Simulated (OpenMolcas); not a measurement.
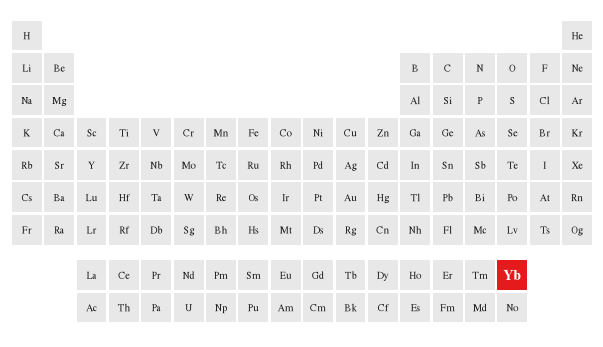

The place of ytterbium in the periodic table.

Yb³⁺ complex: multiconfigurational calculation (part 1 of 2)

System: Yb³⁺ with 6 ligands (Cl; trigonal antiprism, 2.63 Å), neutralised by 6 outer point charges of +0.5 e, whose field is part of the energies.
Method: state-averaged RASSCF, active space 13 electrons in the shells 4f 5d; RAS3 5d with at most 1 electron, basis ANO-RCC-VDZP on the metal and ANO-RCC-VDZP on the ligands, DKH2 scalar Hamiltonian, spin-orbit coupling by RASSI with atomic mean-field integrals (OpenMolcas).

### Results in brief

```tsv
quantity	value
outcome	converged
energy of the lowest spin-free term	−16813.21645 hartree
energy of the lowest spin-orbit level	−16813.23648 hartree
largest spread among components of a term	0.0 cm⁻¹
hardware	1 thread of Arm Neoverse V2, 24 GiB of memory available, shared host
wall time	1.9 min
peak memory	0.65 GiB
```

### Notes

Without dynamic correlation the gaps between configurations can be off by an electronvolt or more. Limits: without dynamic correlation f to d energies can be off by 10,000 cm⁻¹ or more; distances are set from ionic radii, not optimised.

### The input
```
&GATEWAY
Coord
7

Yb 0.0 0.0 0.0
Cl 0.000000 2.318939 1.240735
Cl -2.008260 -1.159469 1.240735
Cl 2.008260 -1.159469 1.240735
Cl 0.000000 -2.318939 -1.240735
Cl 2.008260 1.159469 -1.240735
Cl -2.008260 1.159469 -1.240735
Basis=Yb.ANO-RCC-VDZP,Cl.ANO-RCC-VDZP
Group=XYZ
NoMove
AngMom=0.0 0.0 0.0
AMFI
RICD
XField
3 Angstrom 0
0.000000 5.140461 2.750374 0.500000
4.451770 -2.570230 2.750375 0.500000
4.451770 2.570230 -2.750375 0.500000
&SEWARD
&RASSCF
FileOrb=start.orb
Symmetry=2
Spin=2
nActEl=13 0 1
Inactive=42 39
Ras2=0 7
Ras3=5 0
CIRoot=7 7 1
SDav=7
CIMx=300
Iter=150 100
PrWF=0.3
OrbListing=Nothing
MaxOrb=1
LevShft=1.0
>>> COPY $Project.JobIph JOB001
&RASSCF
FileOrb=start.orb
Symmetry=1
Spin=4
nActEl=13 0 1
Inactive=42 39
Ras2=0 7
Ras3=5 0
CIRoot=105 105 1
SDav=105
CIMx=300
Iter=150 100
PrWF=0.3
OrbListing=Nothing
MaxOrb=0
LevShft=1.0
>>> COPY $Project.JobIph JOB002
&RASSCF
FileOrb=start.orb
Symmetry=1
Spin=2
nActEl=13 0 1
Inactive=42 39
Ras2=0 7
Ras3=5 0
CIRoot=87 87 1
SDav=245
CIMx=300
Iter=150 100
PrWF=0.3
OrbListing=Nothing
MaxOrb=0
CIOnly
LevShft=1.0
>>> COPY $Project.JobIph JOB003
&RASSI
NrOfJobIphs=3 7 54 68
1 2 3 4 5 6 7
1 2 3 4 5 6 7 8 9 10 11 12 13 14 15 16 17 18 19 20 21 22 23 24 25 26 27
28 29 30 31 32 33 34 35 36 37 38 39 40 41 42 43 44 45 46 47 48 49 50 51
52 53 54
1 2 3 4 5 6 7 8 9 10 11 12 13 14 15 16 17 18 19 20 21 22 23 24 25 26 27
28 29 30 31 32 33 34 35 36 37 38 39 40 41 42 43 44 45 46 47 48 49 50 51
52 53 54 55 56 57 58 59 60 61 62 63 64 65 66 67 68
IphNames
JOB001
JOB002
JOB003
EJob
SpinOrbit
DIPRint=1.0
SOCoupling=1000.0
Subsets=2
Property=9
'ANGMOM' 1 'ANGMOM' 2 'ANGMOM' 3 'MLTPL  1' 1 'MLTPL  1' 2 'MLTPL  1' 3
'AMFI' 1 'AMFI' 2 'AMFI' 3
SOProperty=3
'ANGMOM' 1 'ANGMOM' 2 'ANGMOM' 3
```

The file start.orb holds starting orbitals from an earlier step. A driver script formed the levels outside the program, from RASSI's spin-orbit matrix and the active-space energies, averaged over the components of each term or state.

Command:
```bash
OMP_NUM_THREADS=1 MOLCAS_MEM=3686 MOLCAS_PROJECT=a pymolcas a.inp > a.log  # once for each step of the input, in one work folder
```

### Log (extracts)
```
--- SEWARD ---
Basis set label: YB.ANO-RCC...7S6P4D2F1G.

      Electronic valence basis set:
      ------------------
      Associated Effective Charge  70.000000 au
      Associated Actual Charge     70.000000 au
      Nuclear Model: Point charge

      Shell  nPrim  nBasis  Cartesian Spherical Contaminant
         s      25       7        X
         p      22       6        X
         d      15       4                 X
         f      11       2                 X
         g       4       1                 X
                  Relativistic Douglas-Kroll-Hess integrals:
                    - DKH order of Hamiltonian: 2
                    - DKH order of Properties : 0
                  Atomic mean-field integrals
--- RASSCF ---
Wave function specifications:
      -----------------------------

      Number of closed shell electrons         162
      Number of electrons in active shells      13
      Max number of holes in RAS1 space          0
      Max nr of electrons in RAS3 space          1
      Number of inactive orbitals               81
      Number of active orbitals                 12
      Number of secondary orbitals              83
      Spin quantum number                      0.5
      State symmetry                             2
Orbital specifications:
      -----------------------

      Symmetry species                           1   2
                                                ag  au
      Frozen orbitals                            0   0
      Inactive orbitals                         42  39
      Active orbitals                            5   7
      RAS1 orbitals                              0   0
      RAS2 orbitals                              0   7
      RAS3 orbitals                              5   0
      Secondary orbitals                        43  40
      Deleted orbitals                           0   0
      Number of basis functions                 90  86
      Number of CSFs                             7
      Number of root(s) required                 7
      Iter CI   SX   CI       RASSCF       Energy    max ROT     max BLB   max BLB  Level Ln srch  Step   QN
          iter iter root      energy       change     param      element    value   shift minimum  type update
 Nr of preliminary CI iterations:   1
 ###############################################################################
 ###############################################################################
 ###                                                                         ###
 ###                                                                         ###
 ###    WARNING: Problems in orbital optimization.                           ###
 ###                                                                         ###
 ###                                                                         ###
 ###############################################################################
 ###############################################################################
  Warning: In symmetry  1, orbital p=  43 has diagonal density matrix element D(p,p) close to zero. D(p,p)=  0.000000E+00
  Warning: In symmetry  1, orbital p=  44 has diagonal density matrix element D(p,p) close to zero. D(p,p)=  0.000000E+00
        ...
  Warning: In symmetry  1, orbital p=  45 has diagonal density matrix element D(p,p) close to zero. D(p,p)=  0.000000E+00
  Warning: In symmetry  1, orbital p=  46 has diagonal density matrix element D(p,p) close to zero. D(p,p)=  0.000000E+00
  Warning: In symmetry  1, orbital p=  47 has diagonal density matrix element D(p,p) close to zero. D(p,p)=  0.000000E+00
       22   1    5    0  -813.21477784   -2.82E-09  -5.90E-06   13  46 1 -1.31E-05   1.39   1.55    QN   YES
      Convergence after 22 iterations
       23   1    5    0  -813.21477784   -1.20E-09  -5.90E-06   19  55 2  3.16E-06   1.39   1.55    QN   YES
      Natural orbitals and occupation numbers for root  1
      sym 1:   0.000000   0.000000   0.000000   0.000000   0.000000
      sym 2:   1.000000   2.000000   2.000000   2.000000   2.000000   2.000000   2.000000
      Natural orbitals and occupation numbers for root  2
      sym 1:   0.000000   0.000000   0.000000   0.000000   0.000000
      sym 2:   2.000000   2.000000   2.000000   2.000000   2.000000   2.000000   1.000000
      Natural orbitals and occupation numbers for root  3
      sym 1:   0.000000   0.000000   0.000000   0.000000   0.000000
      sym 2:   2.000000   2.000000   2.000000   2.000000   2.000000   1.000000   2.000000
::    RASSCF root number  1 Total energy: -16813.21645004
::    RASSCF root number  2 Total energy: -16813.21565238
::    RASSCF root number  3 Total energy: -16813.21504188
::    RASSCF root number  4 Total energy: -16813.21504188
::    RASSCF root number  5 Total energy: -16813.21379917
::    RASSCF root number  6 Total energy: -16813.21379916
::    RASSCF root number  7 Total energy: -16813.21366040
--- RASSCF ---
Wave function specifications:
      -----------------------------

      Number of closed shell electrons         162
      Number of electrons in active shells      13
      Max number of holes in RAS1 space          0
      Max nr of electrons in RAS3 space          1
      Number of inactive orbitals               81
      Number of active orbitals                 12
      Number of secondary orbitals              83
      Spin quantum number                      1.5
      State symmetry                             1
Orbital specifications:
      -----------------------

      Symmetry species                           1   2
                                                ag  au
      Frozen orbitals                            0   0
      Inactive orbitals                         42  39
      Active orbitals                            5   7
      RAS1 orbitals                              0   0
      RAS2 orbitals                              0   7
      RAS3 orbitals                              5   0
      Secondary orbitals                        43  40
      Deleted orbitals                           0   0
      Number of basis functions                 90  86
      Number of CSFs                           105
      Number of root(s) required               105
      Iter CI   SX   CI       RASSCF       Energy    max ROT     max BLB   max BLB  Level Ln srch  Step   QN
          iter iter root      energy       change     param      element    value   shift minimum  type update
 Nr of preliminary CI iterations:   1
      Total energies have been shifted. Add               -16000.00 au
        1   1    9    0  -812.42047617    0.00E+00   1.40E-01*  46  53 2  3.81E-01*  1.82   0.00    SX    NO
        2   1   10    0  -812.68016756   -2.60E-01*  1.24E-01*  21  45 1 -9.70E-02*  1.54   0.00    SX    NO
        3   1    9    0  -812.76601733   -8.58E-02*  6.13E-02   46  53 2  8.00E-02*  1.71   0.00    SX    NO
        4   1    9    0  -812.79276732   -2.67E-02*  4.60E-02   46  53 2 -2.45E-02*  1.65   0.00    SX    NO
        5   1    9    0  -812.80386963   -1.11E-02*  6.38E-02   41  48 2  1.85E-02*  1.69   2.05    QN   YES
        6   1    8    0  -812.81239263   -8.52E-03*  2.96E-02   35  47 1  1.02E-02*  1.68   1.54    LS   YES
        7   1    8    0  -812.81357289   -1.18E-03*  1.06E-02   35  47 1  8.35E-03*  1.68   1.17    QN   YES
        8   1    8    0  -812.81429054   -7.18E-04*  1.45E-02   35  47 1  5.89E-03*  1.68   2.50    LS   YES
        9   1    8    0  -812.81477227   -4.82E-04*  9.72E-03   35  47 1  2.57E-03*  1.68   1.35    QN   YES
       10   1    7    0  -812.81496056   -1.88E-04*  9.36E-03   45  57 1 -1.63E-03*  1.68   1.45    QN   YES
       11   1    7    0  -812.81502678   -6.62E-05*  1.08E-02   45  57 1 -1.29E-03*  1.68   1.68    QN   YES
       12   1    7    0  -812.81506505   -3.83E-05* -8.17E-03   45  57 1 -8.91E-04*  1.68   1.52    QN   YES
       13   1    7    0  -812.81508111   -1.61E-05* -6.24E-03   27  59 2 -5.86E-04*  1.68   1.56    QN   YES
       14   1    7    0  -812.81508941   -8.29E-06* -5.41E-03   45  57 1 -3.56E-04*  1.68   1.69    QN   YES
       15   1    7    0  -812.81509468   -5.27E-06* -3.22E-03   45  67 1 -1.80E-04*  1.68   1.57    QN   YES
       16   1    6    0  -812.81509702   -2.35E-06* -1.03E-03   25  57 2  1.99E-04*  1.68   1.43    QN   YES
       17   1    6    0  -812.81509769   -6.63E-07* -2.22E-04   27  59 2  1.37E-04*  1.68   1.37    QN   YES
       18   1    6    0  -812.81509785   -1.63E-07*  9.59E-05   37  56 2 -6.23E-05   1.68   1.43    QN   YES
       19   1    5    0  -812.81509790   -5.00E-08*  8.79E-05   37  56 2 -3.74E-05   1.68   1.44    QN   YES
       20   1    5    0  -812.81509792   -1.59E-08*  6.04E-05   27  59 2 -2.27E-05   1.68   1.41    QN   YES
       21   1    5    0  -812.81509792   -5.09E-09  -4.44E-05   27  59 2 -1.36E-05   1.68   1.53    QN   YES
      Convergence after 21 iterations
       22   1    5    0  -812.81509792   -2.03E-09  -4.44E-05   37  56 2 -5.72E-06   1.68   1.53    QN   YES
      Natural orbitals and occupation numbers for root  1
      sym 1:   0.308429   0.003779   0.375587   0.308428   0.003779
      sym 2:   1.985503   1.784288   1.544260   1.804515   1.544259   1.784288   1.552888
      Natural orbitals and occupation numbers for root  2
      sym 1:   0.408198   0.005557   0.172491   0.408195   0.005557
      sym 2:   1.254229   1.692831   1.835052   1.692831   1.885001   1.885001   1.755054
      Natural orbitals and occupation numbers for root  3
      sym 1:   0.316620   0.004112   0.549667   0.123827   0.005774
      sym 2:   1.860881   1.878455   1.352517   1.912670   1.628170   1.699660   1.667648
::    RASSCF root number  1 Total energy: -16812.89856906
::    RASSCF root number  2 Total energy: -16812.89815278
::    RASSCF root number  3 Total energy: -16812.89804826
::    RASSCF root number  4 Total energy: -16812.89804826
::    RASSCF root number  5 Total energy: -16812.89755578
::    RASSCF root number  6 Total energy: -16812.89755578
::    RASSCF root number  7 Total energy: -16812.89710979
::    RASSCF root number  8 Total energy: -16812.89067198
::    RASSCF root number  9 Total energy: -16812.89063529
::    RASSCF root number 10 Total energy: -16812.89063529
::    RASSCF root number 11 Total energy: -16812.89043450
::    RASSCF root number 12 Total energy: -16812.89043450
::    RASSCF root number 13 Total energy: -16812.89035715
::    RASSCF root number 14 Total energy: -16812.88949973
::    RASSCF root number 15 Total energy: -16812.88949973
::    RASSCF root number 16 Total energy: -16812.88453865
::    RASSCF root number 17 Total energy: -16812.88158890
::    RASSCF root number 18 Total energy: -16812.88128618
::    RASSCF root number 19 Total energy: -16812.88128618
::    RASSCF root number 20 Total energy: -16812.88001718
::    RASSCF root number 21 Total energy: -16812.88001718
::    RASSCF root number 22 Total energy: -16812.87837911
::    RASSCF root number 23 Total energy: -16812.87787984
::    RASSCF root number 24 Total energy: -16812.87787984
::    RASSCF root number 25 Total energy: -16812.87715864
::    RASSCF root number 26 Total energy: -16812.87715864
::    RASSCF root number 27 Total energy: -16812.87661363
::    RASSCF root number 28 Total energy: -16812.87377556
::    RASSCF root number 29 Total energy: -16812.87169174
::    RASSCF root number 30 Total energy: -16812.87169174
--- RASSCF ---
Wave function specifications:
      -----------------------------

      Number of closed shell electrons         162
      Number of electrons in active shells      13
      Max number of holes in RAS1 space          0
      Max nr of electrons in RAS3 space          1
      Number of inactive orbitals               81
      Number of active orbitals                 12
      Number of secondary orbitals              83
      Spin quantum number                      0.5
      State symmetry                             1
Orbital specifications:
      -----------------------

      Symmetry species                           1   2
                                                ag  au
      Frozen orbitals                            0   0
      Inactive orbitals                         42  39
      Active orbitals                            5   7
      RAS1 orbitals                              0   0
      RAS2 orbitals                              0   7
      RAS3 orbitals                              5   0
      Secondary orbitals                        43  40
      Deleted orbitals                           0   0
      Number of basis functions                 90  86
      Number of CSFs                           245
      Number of root(s) required                87
      Iter CI   SX   CI       RASSCF       Energy    max ROT     max BLB   max BLB  Level Ln srch  Step   QN
          iter iter root      energy       change     param      element    value   shift minimum  type update
 Nr of preliminary CI iterations:   1
        1   1    0    0-16812.84146258    0.00E+00   0.00E+00   26  52 2 -9.12E-03*  0.00   0.00    SX    NO
      Natural orbitals and occupation numbers for root  1
      sym 1:   0.162447   0.162447   0.666355   0.004375   0.004375
      sym 2:   1.982588   1.715117   1.715117   1.870015   1.408912   1.408912   1.899340
      Natural orbitals and occupation numbers for root  2
      sym 1:   0.269098   0.098576   0.623001   0.003020   0.006304
      sym 2:   1.973269   1.572889   1.413183   1.922235   1.511721   1.641833   1.964870
      Natural orbitals and occupation numbers for root  3
      sym 1:   0.103722   0.003782   0.624827   0.262881   0.004788
      sym 2:   1.979180   1.520290   1.932940   1.427700   1.560996   1.619880   1.959013
::    RASSCF root number  1 Total energy: -16812.87773553
::    RASSCF root number  2 Total energy: -16812.87751029
::    RASSCF root number  3 Total energy: -16812.87751029
::    RASSCF root number  4 Total energy: -16812.87643941
::    RASSCF root number  5 Total energy: -16812.87643941
::    RASSCF root number  6 Total energy: -16812.87520352
::    RASSCF root number  7 Total energy: -16812.87509716
::    RASSCF root number  8 Total energy: -16812.87509458
::    RASSCF root number  9 Total energy: -16812.87509458
::    RASSCF root number 10 Total energy: -16812.87323829
::    RASSCF root number 11 Total energy: -16812.87323829
::    RASSCF root number 12 Total energy: -16812.87237765
::    RASSCF root number 13 Total energy: -16812.87209178
::    RASSCF root number 14 Total energy: -16812.87086895
::    RASSCF root number 15 Total energy: -16812.87086895
::    RASSCF root number 16 Total energy: -16812.86536472
::    RASSCF root number 17 Total energy: -16812.86536472
::    RASSCF root number 18 Total energy: -16812.86228951
::    RASSCF root number 19 Total energy: -16812.86188537
::    RASSCF root number 20 Total energy: -16812.86188537
::    RASSCF root number 21 Total energy: -16812.86177146
::    RASSCF root number 22 Total energy: -16812.86081911
::    RASSCF root number 23 Total energy: -16812.86061039
::    RASSCF root number 24 Total energy: -16812.86061039
::    RASSCF root number 25 Total energy: -16812.85956099
::    RASSCF root number 26 Total energy: -16812.85956098
::    RASSCF root number 27 Total energy: -16812.85819663
::    RASSCF root number 28 Total energy: -16812.85655975
::    RASSCF root number 29 Total energy: -16812.85655975
::    RASSCF root number 30 Total energy: -16812.85578764
```

(Continued in part 2.)
